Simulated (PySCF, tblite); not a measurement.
**C7H17NSi: geometry, infrared bands and NMR shifts**

Wanted: the infrared bands and NMR shifts of C7H17NSi (`C/C=C(/C)CC[SiH2]NC`), by calculation.

Computed with tblite 0.8.0 and PySCF 2.14.0, with density-fitted response routines of our own, on a single molecule in the gas phase. Atoms count from 0, in the outputs and in this text.

**1. The molecule as given**

26 atoms, charge 0, multiplicity 1; geometry from: force field or distance geometry start.

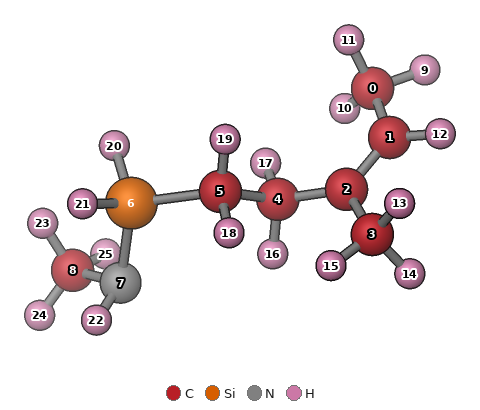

The starting geometry (carbon red, silicon orange, nitrogen grey, hydrogen pink), atoms numbered; sticks join atoms by distance.

**2. Optimising the geometry with GFN2-xTB**

The job: settings as JSON, then the geometry in Å.

```
{"job": {"kind": "relax", "xc": "GFN2-xTB", "basis": "xTB"}, "charge": 0, "multiplicity": 1}
C     -2.525900     1.948900    -0.779400
C     -2.857500     0.580200    -0.370000
C     -1.940100    -0.303200     0.086700
C     -2.453500    -1.656100     0.459300
C     -0.515400     0.070700     0.194300
C      0.323500    -0.835800    -0.682400
Si     2.146600    -0.427100    -0.607000
N      2.811700    -0.387600     1.044300
C      3.855000     0.623600     1.093300
H     -3.484900     2.551100    -0.637600
H     -1.778200     2.473200    -0.208200
H     -2.345800     1.992700    -1.883700
H     -3.899900     0.243900    -0.403900
H     -3.218900    -2.017100    -0.263100
H     -2.917100    -1.582400     1.485700
H     -1.663400    -2.416100     0.550100
H     -0.142400    -0.084100     1.242900
H     -0.277300     1.086600    -0.102700
H      0.176300    -1.878300    -0.304800
H     -0.041400    -0.735000    -1.709500
H      2.415500     0.882800    -1.226600
H      2.842200    -1.481100    -1.342800
H      3.280100    -1.316100     1.255300
H      4.170300     0.732800     0.029000
H      4.675600     0.369900     1.772600
H      3.343900     1.586200     1.381000
```

On the command line:

```sh
$ OMP_NUM_THREADS=1 python probes_run.py task.json out
```

The driver reads the jobs from task.json and runs them one after another.

Output:

```text
step      E/eV     max force
  0    -769.04363    3.034
  1    -769.33594    2.323
  2    -769.43180    0.967
  3    -769.50707    0.838
  4    -769.60912    0.587
  5    -769.64522    0.592
  6    -769.69756    0.414
  7    -769.72814    0.445
  8    -769.76314    0.477
  9    -769.78640    0.348
 10    -769.80520    0.246
 11    -769.81801    0.224
 12    -769.82880    0.223
 13    -769.83815    0.173
 14    -769.84629    0.178
 15    -769.85391    0.174
 16    -769.86073    0.187
 17    -769.86579    0.155
 18    -769.86977    0.149
 19    -769.87386    0.170
 20    -769.87867    0.202
 21    -769.88349    0.215
 22    -769.88696    0.232
 23    -769.88941    0.148
 24    -769.89172    0.112
 25    -769.89592    0.143
 26    -769.89896    0.142
 27    -769.90367    0.185
 28    -769.90760    0.168
 29    -769.91177    0.156
 30    -769.91555    0.138
 31    -769.91910    0.137
 32    -769.92268    0.136
 33    -769.92696    0.144
 34    -769.93158    0.138
 35    -769.93496    0.325
 36    -769.93813    0.331
 37    -769.94190    0.185
 38    -769.94740    0.105
 39    -769.95227    0.141
 40    -769.95765    0.135
 41    -769.96115    0.129
 42    -769.96563    0.134
 43    -769.97076    0.160
 44    -769.97698    0.210
 45    -769.98229    0.287
 46    -769.98518    0.228
 47    -769.99003    0.159
 48    -769.99442    0.257
 49    -769.99982    0.277
 50    -770.00492    0.224
 51    -770.00934    0.132
 52    -770.01244    0.099
 53    -770.01479    0.100
 54    -770.01609    0.218
 55    -770.01757    0.098
 56    -770.01871    0.085
 57    -770.02106    0.110
 58    -770.02241    0.123
 59    -770.02471    0.115
 60    -770.02649    0.070
 61    -770.02843    0.078
 62    -770.03011    0.081
 63    -770.03182    0.087
 64    -770.03338    0.194
 65    -770.03493    0.115
 66    -770.03668    0.101
 67    -770.03886    0.080
 68    -770.04000    0.097
 69    -770.04251    0.117
 70    -770.04453    0.123
 71    -770.04670    0.109
 72    -770.04856    0.085
 73    -770.05035    0.084
 74    -770.05215    0.131
 75    -770.05395    0.126
 76    -770.05560    0.098
 77    -770.05707    0.133
 78    -770.05837    0.104
 79    -770.06030    0.127
 80    -770.06249    0.144
 81    -770.06526    0.091
 82    -770.06683    0.094
 83    -770.06921    0.131
 84    -770.07082    0.099
 85    -770.07200    0.064
 86    -770.07277    0.056
 87    -770.07362    0.072
 88    -770.07453    0.073
 89    -770.07538    0.048
 90    -770.07591    0.051
 91    -770.07644    0.062
 92    -770.07723    0.064
 93    -770.07813    0.078
 94    -770.07896    0.064
 95    -770.07965    0.051
 96    -770.08032    0.051
 97    -770.08099    0.054
 98    -770.08157    0.053
 99    -770.08200    0.041
100    -770.08237    0.051
101    -770.08282    0.048
102    -770.08341    0.060
103    -770.08395    0.054
104    -770.08444    0.055
105    -770.08493    0.053
106    -770.08553    0.048
107    -770.08623    0.056
108    -770.08695    0.052
109    -770.08764    0.049
110    -770.08831    0.067
111    -770.08895    0.070
112    -770.08953    0.052
113    -770.08999    0.054
114    -770.09041    0.046
115    -770.09100    0.050
116    -770.09168    0.064
117    -770.09235    0.052
118    -770.09287    0.041
119    -770.09327    0.048
120    -770.09366    0.060
121    -770.09426    0.056
122    -770.09497    0.051
123    -770.09575    0.059
124    -770.09660    0.055
125    -770.09755    0.057
126    -770.09847    0.055
127    -770.09926    0.042
128    -770.09982    0.054
129    -770.10020    0.050
130    -770.10059    0.047
131    -770.10104    0.036
132    -770.10153    0.045
133    -770.10206    0.044
134    -770.10247    0.029
135    -770.10274    0.042
136    -770.10297    0.031
137    -770.10325    0.032
138    -770.10353    0.030
139    -770.10371    0.025
140    -770.10384    0.028
141    -770.10399    0.029
142    -770.10418    0.027
143    -770.10438    0.030
144    -770.10457    0.025
145    -770.10474    0.027
146    -770.10492    0.028
147    -770.10511    0.025
148    -770.10530    0.026
149    -770.10549    0.029
150    -770.10565    0.033
151    -770.10579    0.027
152    -770.10592    0.024
153    -770.10609    0.028
154    -770.10630    0.042
155    -770.10653    0.043
156    -770.10676    0.031
157    -770.10697    0.030
158    -770.10722    0.035
159    -770.10757    0.055
160    -770.10797    0.057
161    -770.10832    0.041
162    -770.10856    0.030
163    -770.10880    0.040
164    -770.10904    0.054
165    -770.10937    0.061
166    -770.10972    0.046
167    -770.11009    0.039
168    -770.11048    0.045
169    -770.11092    0.046
170    -770.11132    0.047
171    -770.11175    0.059
172    -770.11215    0.048
173    -770.11263    0.038
174    -770.11292    0.034
175    -770.11316    0.040
176    -770.11341    0.036
177    -770.11365    0.046
178    -770.11388    0.043
179    -770.11410    0.031
180    -770.11432    0.031
181    -770.11451    0.029
182    -770.11466    0.032
183    -770.11477    0.021
184    -770.11486    0.020
185    -770.11493    0.017
186    -770.11501    0.021
187    -770.11510    0.018
188    -770.11518    0.017
189    -770.11525    0.013
190    -770.11530    0.015
191    -770.11534    0.014
192    -770.11540    0.013
193    -770.11547    0.018
194    -770.11556    0.023
195    -770.11569    0.023
196    -770.11584    0.022
197    -770.11602    0.025
198    -770.11621    0.029
199    -770.11645    0.036
200    -770.11669    0.028
201    -770.11696    0.028
202    -770.11719    0.032
203    -770.11740    0.036
204    -770.11760    0.029
205    -770.11784    0.037
206    -770.11809    0.031
207    -770.11830    0.039
208    -770.11845    0.029
209    -770.11856    0.022
210    -770.11867    0.023
211    -770.11881    0.041
212    -770.11901    0.044
213    -770.11924    0.028
214    -770.11950    0.037
215    -770.11979    0.050
216    -770.12016    0.072
217    -770.12054    0.062
218    -770.12086    0.035
219    -770.12109    0.044
220    -770.12125    0.035
221    -770.12137    0.036
222    -770.12148    0.017
223    -770.12154    0.017
224    -770.12158    0.015
225    -770.12161    0.012
226    -770.12164    0.010
227    -770.12167    0.010
```

Wall time 4 s (1 thread of Arm Neoverse N1, shared host).

Relaxation path: (not every step is listed)

```
step  energy from step 0 (eV)  largest force (eV/Å)
   0                   0.0000                3.0341
   1                  -0.2923                2.3229
   2                  -0.3882                0.9666
   3                  -0.4634                0.8381
   4                  -0.5655                0.5872
   5                  -0.6016                0.5921
   6                  -0.6539                0.4145
   7                  -0.6845                0.4453
   8                  -0.7195                0.4766
  29                  -0.8681                0.1559
  50                  -0.9613                0.2242
  71                  -1.0031                0.1092
  92                  -1.0336                0.0643
 113                  -1.0464                0.0539
 134                  -1.0588                0.0291
 155                  -1.0629                0.0433
 176                  -1.0698                0.0359
 197                  -1.0724                0.0246
 218                  -1.0772                0.0347
 222                  -1.0779                0.0167
 223                  -1.0779                0.0171
 224                  -1.0779                0.0150
 225                  -1.0780                0.0120
 226                  -1.0780                0.0101
 227                  -1.0780                0.0100
```

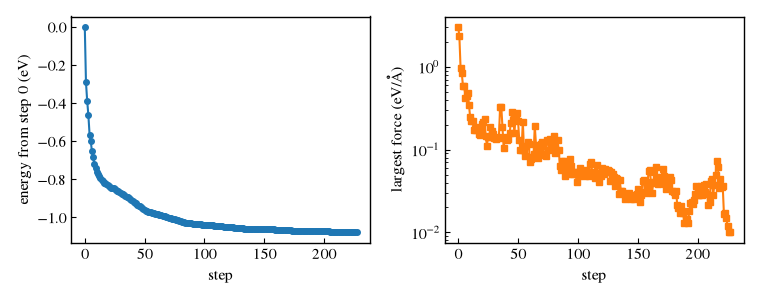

Energy and largest force along the relaxation.

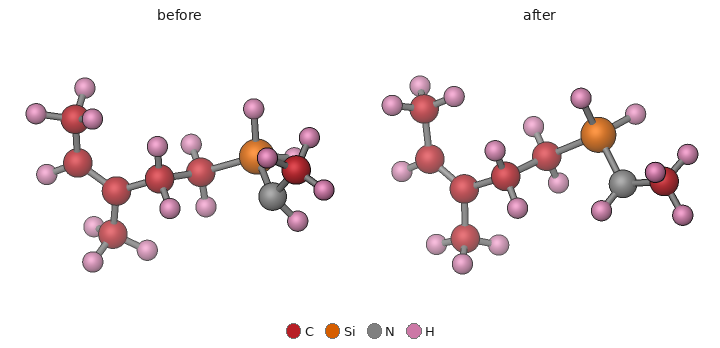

Before and after, at one scale.

Close pairs (by a distance rule), those that changed most:

```
  bond  before (Å)  after (Å)  change (Å)
Si6–N7       1.781      1.718      -0.063
N7–H22       1.061      1.009      -0.052
 C0–H9       1.141      1.091      -0.050
C3–H14       1.129      1.090      -0.038
C8–H25       1.127      1.096      -0.031
C4–H16       1.124      1.092      -0.031
C0–H11       1.120      1.090      -0.030
 C2–C4       1.477      1.506      +0.029
```

The next job starts from the end point, and lists it.

**3. Infrared spectrum with GFN2-xTB**

The job: settings as JSON, then the geometry in Å.

```
{"job": {"kind": "ir", "xc": "GFN2-xTB", "basis": "xTB"}, "charge": 0, "multiplicity": 1}
C     -2.742622     1.589545    -1.337760
C     -2.908378     0.314729    -0.574536
C     -2.000633    -0.309410     0.166538
C     -2.320728    -1.600132     0.863853
C     -0.584688     0.168837     0.351889
C      0.337426    -0.398756    -0.732079
Si     2.111645     0.267966    -0.657456
N      2.811623    -0.329441     0.793074
C      4.175602    -0.055090     1.174151
H     -3.400467     2.357285    -0.927697
H     -1.721103     1.955347    -1.313081
H     -3.028980     1.436728    -2.378519
H     -3.898220    -0.119500    -0.654982
H     -3.323629    -1.943054     0.622248
H     -2.247854    -1.473104     1.944406
H     -1.608822    -2.371874     0.572745
H     -0.227505    -0.151939     1.333167
H     -0.544323     1.258694     0.328789
H      0.339876    -1.486900    -0.664402
H     -0.081622    -0.153723    -1.708037
H      2.066611     1.739732    -0.777058
H      2.932570    -0.264572    -1.750104
H      2.219365    -0.443941     1.601936
H      4.789912    -0.038143     0.277271
H      4.547545    -0.837491     1.838813
H      4.286352     0.910821     1.679795
```

Output:

```text
mode    cm-1     km/mol
  1      24.1      0.33
  2      42.2      0.20
  3      64.9      0.32
  4      73.3      1.06
  5      83.3      0.38
  6     137.7      0.94
  7     145.6      1.06
  8     161.9      0.89
  9     165.2      0.52
 10     212.1      0.21
 11     246.9      1.40
 12     300.1      2.85
 13     322.5     10.13
 14     394.9      2.11
 15     478.7     61.87
 16     498.5     64.42
 17     523.0     58.85
 18     529.5      1.29
 19     587.3     16.83
 20     686.8     86.56
 21     744.0     73.71
 22     772.2    117.21
 23     814.2    111.24
 24     817.6    110.83
 25     835.1    107.75
 26     855.6     56.66
 27     926.0     63.70
 28     988.8      6.70
 29    1019.1      0.99
 30    1038.2     15.52
 31    1051.5      5.17
 32    1063.1     38.23
 33    1067.0      4.54
 34    1098.0      2.80
 35    1110.6      2.29
 36    1155.5     43.41
 37    1162.0     55.99
 38    1224.4     18.03
 39    1233.6     17.83
 40    1275.4      1.57
 41    1323.6      5.57
 42    1345.2     21.30
 43    1363.4     80.14
 44    1403.3      1.17
 45    1406.2      5.15
 46    1423.3      3.32
 47    1480.8      0.70
 48    1481.6      0.43
 49    1485.6      4.67
 50    1493.4      4.74
 51    1493.7      1.74
 52    1496.4      1.73
 53    1504.1      2.23
 54    1508.2      0.28
 55    1747.8      2.15
 56    2130.6    382.90
 57    2228.1    292.10
 58    2905.8     76.24
 59    2959.5     24.43
 60    2971.7     60.65
 61    2981.3     34.91
 62    2983.4     52.75
 63    2986.0     40.93
 64    2990.7     35.46
 65    3000.5     53.80
 66    3004.0     43.18
 67    3009.9     43.39
 68    3033.4     17.40
 69    3035.1     33.27
 70    3041.3     71.73
 71    3063.4     59.79
 72    3442.9      6.38
```

It took 2.3 s on 1 thread of Arm Neoverse N1, shared host.

Which atoms move in the most intense modes:

```
cm⁻¹  km/mol                                  atoms
 687    86.6  H19 21 %, H21 19 %, H20 18 %, C5 13 %
 772   117.2   N7 19 %, C5 16 %, Si6 16 %, H21 15 %
 814   111.2           H21 24 %, H20 22 %, H12 21 %
 818   110.8           H20 23 %, H21 20 %, H12 15 %
 835   107.8                      Si6 26 %, N7 13 %
1363    80.1                      H22 49 %, N7 24 %
2131   382.9                               H20 94 %
2228   292.1                               H21 94 %
```

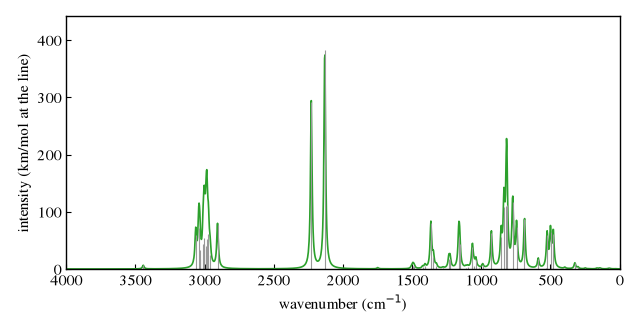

The infrared spectrum from these modes, unscaled. Lines are broadened to a width of 14 cm⁻¹ (Lorentzian).

**4. NMR shieldings: PBE0/pcSseg-1**

Same as in step 3 but for these lines:

```diff
@@ -1,2 +1,2 @@
-{"job": {"kind": "ir", "xc": "GFN2-xTB", "basis": "xTB"}, "charge": 0, "multiplicity": 1}
+{"job": {"kind": "nmr", "xc": "PBE0", "basis": "pcSseg-1"}, "charge": 0, "multiplicity": 1}
 C     -2.742622     1.589545    -1.337760
```

Method: GIAO PBE0/pcSseg-1 NMR shielding, non-relativistic, gas phase.

Output:

```text
coarse grid: 20832 points
cycle   1  E = -620.5067170756  dE =  7.624e-01  |g| = 5.624e-01  |ddm| = 4.417e+00
cycle   2  E = -620.4799587985  dE =  2.676e-02  |g| = 6.663e-01  |ddm| = 1.228e+00
cycle   3  E = -620.5875832067  dE = -1.076e-01  |g| = 7.503e-02  |ddm| = 7.376e-01
cycle   4  E = -620.5885647177  dE = -9.815e-04  |g| = 3.341e-02  |ddm| = 9.561e-02
cycle   5  E = -620.5888059580  dE = -2.412e-04  |g| = 7.497e-03  |ddm| = 3.290e-02
cycle   6  E = -620.5888162766  dE = -1.032e-05  |g| = 3.710e-03  |ddm| = 8.971e-03
cycle   7  E = -620.5888195705  dE = -3.294e-06  |g| = 6.397e-04  |ddm| = 3.444e-03
final grid: 192704 points
cycle   8  E = -620.6413408486  dE = -5.800e-05  |g| = 1.056e-02  |ddm| = 4.207e-02
cycle   9  E = -620.6413289779  dE =  1.187e-05  |g| = 1.264e-02  |ddm| = 2.190e-02
cycle  10  E = -620.6413692277  dE = -4.025e-05  |g| = 1.561e-03  |ddm| = 1.255e-02
cycle  11  E = -620.6413697843  dE = -5.566e-07  |g| = 3.604e-04  |ddm| = 1.594e-03
cycle  12  E = -620.6413698128  dE = -2.852e-08  |g| = 1.319e-04  |ddm| = 3.783e-04
cycle  13  E = -620.6413698166  dE = -3.733e-09  |g| = 3.403e-05  |ddm| = 1.299e-04
cycle  14  E = -620.6413698168  dE = -2.412e-10  |g| = 8.465e-06  |ddm| = 4.255e-05
converged SCF energy = -620.6413698168

GIAO shielding tensors (ppm)
atom      isotropic    diamagn.    paramagn.     s11        s22        s33       span
  0 C      170.283     250.101     -79.819    155.767    170.486    184.595     28.829
  1 C       60.608     254.396    -193.787    -41.048     80.340    142.533    183.582
  2 C       40.248     260.845    -220.597    -75.665     41.543    154.864    230.529
  3 C      159.812     246.689     -86.878    135.421    157.259    186.755     51.334
  4 C      157.061     251.587     -94.526    142.524    157.509    171.149     28.625
  5 C      171.348     256.552     -85.204    154.612    178.757    180.674     26.062
  6 Si     379.079     883.078    -503.999    346.088    355.721    435.429     89.341
  7 N      255.808     328.889     -73.081    225.426    251.007    290.990     65.564
  8 C      153.879     236.983     -83.104    129.495    144.532    187.610     58.115
  9 H       30.026      28.455       1.571     25.903     27.151     37.023     11.120
 10 H       29.860      34.131      -4.271     24.889     31.390     33.301      8.412
 11 H       30.057      29.423       0.635     26.443     27.297     36.431      9.988
 12 H       26.242      32.413      -6.171     23.141     25.956     29.630      6.489
 13 H       30.075      29.914       0.161     26.004     28.683     35.537      9.533
 14 H       29.944      29.689       0.255     26.096     28.063     35.673      9.577
 15 H       29.644      31.253      -1.609     25.160     29.835     33.937      8.777
 16 H       30.365      36.635      -6.270     25.300     31.412     34.384      9.083
 17 H       29.238      35.904      -6.666     24.711     29.978     33.026      8.314
 18 H       30.566      35.329      -4.763     26.145     30.429     35.124      8.978
 19 H       31.426      35.493      -4.067     26.175     31.336     36.768     10.593
 20 H       26.834      31.815      -4.981     23.343     25.442     31.718      8.374
 21 H       27.039      31.143      -4.103     23.642     25.362     32.114      8.472
 22 H       32.139      38.513      -6.374     21.292     33.605     41.519     20.227
 23 H       29.138      25.739       3.399     25.083     27.091     35.241     10.159
 24 H       28.746      25.110       3.635     23.337     26.639     36.260     12.923
 25 H       28.806      25.753       3.053     23.298     26.927     36.193     12.895
```

Run time: 1.9 min. Hardware: 1 thread of Arm Neoverse N1, shared host; peak memory 1.1 GiB.

The references, computed at this level on geometries of the same kind, shield at (ppm): 1H TMS 31.72, 13C TMS 186.9, 29Si TMS 349.2, 15N NH3 267.7. Their shielding less the atom's gives the shift. The references are single molecules in the gas phase, so shifts against H2O, NH3, PH3, H3PO4 or CFCl3 are not on the usual liquid scales and can be off by tens of ppm. Atoms listed in one row are averaged.

| atoms | environment | σ (ppm) | δ (ppm) | δ scaled to CDCl3 |
| --- | --- | --- | --- | --- |
| C2 | fully substituted alkene carbon | 40.2 | 146.7 | 141.2 |
| C1 | alkene CH | 60.6 | 126.3 | 121.4 |
| C8 | methyl carbon bonded to N | 153.9 | 33.0 | 30.3 |
| C4 | allylic sp3 CH2 | 157.1 | 29.9 | 27.2 |
| C3 | allylic methyl carbon | 159.8 | 27.1 | 24.5 |
| C0 | allylic methyl carbon | 170.3 | 16.6 | 14.3 |
| C5 | sp3 CH2 bonded to Si | 171.3 | 15.6 | 13.3 |
| H12 | hydrogen on an alkene CH | 26.24 | 5.47 | 5.27 |
| H20, H21 | hydrogen on a silicon bonded to C, N | 26.94 | 4.78 | – |
| H23, H24, H25 | hydrogen on a methyl carbon bonded to N | 28.90 | 2.82 | 2.76 |
| H16, H17 | hydrogen on an allylic sp3 CH2 | 29.80 | 1.92 | 1.91 |
| H13, H14, H15 | hydrogen on an allylic methyl carbon | 29.89 | 1.83 | 1.83 |
| H9, H10, H11 | hydrogen on an allylic methyl carbon | 29.98 | 1.74 | 1.74 |
| H18, H19 | hydrogen on an sp3 CH2 bonded to Si | 31.00 | 0.72 | 0.78 |
| H22 | hydrogen on a nitrogen bonded to C, Si | 32.14 | -0.42 | – |
| Si6 | silicon bonded to C, N, 2 H | 379.1 | -29.9 | – |
| N7 | nitrogen bonded to C, Si, H | 255.8 | 11.9 | – |

The scaled column applies a straight-line fit of computed shieldings to shifts measured in CDCl3 (root-mean-square error 0.16 ppm for H, 1.9 ppm for C).

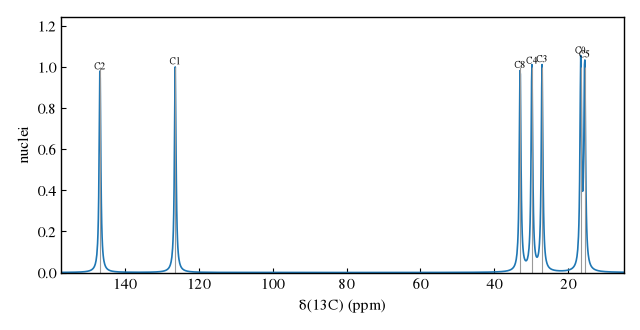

13C lines at the computed shifts, without couplings. Lines are broadened to a width of 0.52 ppm (Lorentzian).

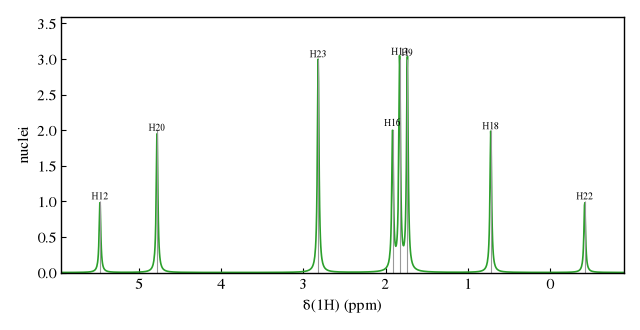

1H lines at the computed shifts, without couplings. Lines are broadened to a width of 0.02 ppm (Lorentzian).

Charges from the same density, by scheme (e):

```
atoms  Mulliken    IAO  Hirshfeld  ESP fit
   C0     -0.21  -0.42      -0.12    -0.49
   C1     -0.15  -0.17      -0.06    -0.06
   C2     -0.37   0.01       0.01    -0.02
   C3     -0.15  -0.42      -0.12    -0.55
   C4     -0.18  -0.25      -0.07     0.02
   C5     -0.53  -0.54      -0.16    -0.52
  Si6      0.79   0.89       0.36     0.48
   N7     -0.70  -0.68      -0.25    -0.60
   C8     -0.09  -0.30      -0.07    -0.20
```

Hirshfeld charges:

C0 -0.12; C1 -0.06; C2 0.01; C3 -0.12; C4 -0.07; C5 -0.16; Si6 0.36; N7 -0.25; C8 -0.07; H9 0.04; H10 0.04; H11 0.04; H12 0.04; H13 0.04; H14 0.04; H15 0.04; H16 0.04; H17 0.04; H18 0.04; H19 0.04; H20 -0.10; H21 -0.09; H22 0.11; H23 0.05; H24 0.04; H25 0.03

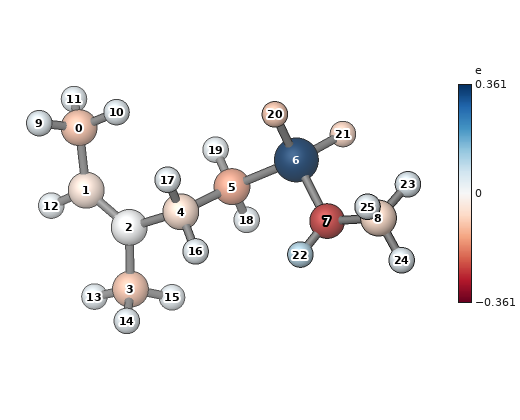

Hirshfeld charges, as colours on the atoms.

Mayer bond orders: C0–C1 1.08, C1–C2 1.90, C2–C3 1.07, C2–C4 1.06, C4–C5 1.01, C5–Si6 0.91, Si6–N7 1.01, N7–C8 0.98.

**5. Summary of results**

| quantity | value |
| --- | --- |
| strongest single infrared mode (GFN2-xTB) | 2131 cm⁻¹, 383 km/mol |
| zero-point energy (GFN2-xTB) | 139.6 kcal/mol |
| 13C shifts against TMS (PBE0/pcSseg-1) | 146.7, 126.3, 33.0, 29.9, 27.1, 16.6, 15.6 ppm |
| 1H shifts against TMS (PBE0/pcSseg-1, means over atoms taken as alike) | 5.47, 4.78, 2.82, 1.92, 1.83, 1.74, 0.72, -0.42 ppm |
| 29Si shifts against TMS (PBE0/pcSseg-1) | -29.9 ppm |
| 15N shifts against NH3 (PBE0/pcSseg-1) | 11.9 ppm |

Over 227 steps the energy fell by 1.078 eV; of the close pairs, Si6–N7 changed most, 1.781 to 1.718 Å. No mode is imaginary among the 72: a minimum at this level. The strongest single mode, at 2131 cm⁻¹, moves mainly H20. Unscaled tight-binding wavenumbers are off by several per cent, some by more. Its intensities can rank the bands wrongly. The most deshielded hydrogen is H12 (hydrogen on an alkene CH), at 5.47 ppm: olefinic region. At PBE0/pcSseg-1: The largest span, 231 ppm, is at C2, where the paramagnetic term is -221 ppm.
